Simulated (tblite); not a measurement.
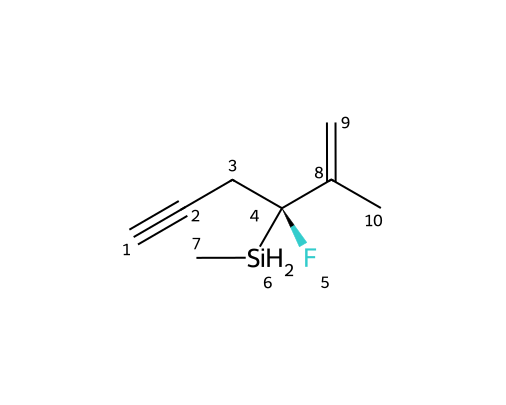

Skeletal drawing with numbered atoms; wedges and dashes mark any stereocentres. The configuration is that of a computed structure (GFN2-xTB).

Q: Assign CIP descriptors.

A: C4: R.
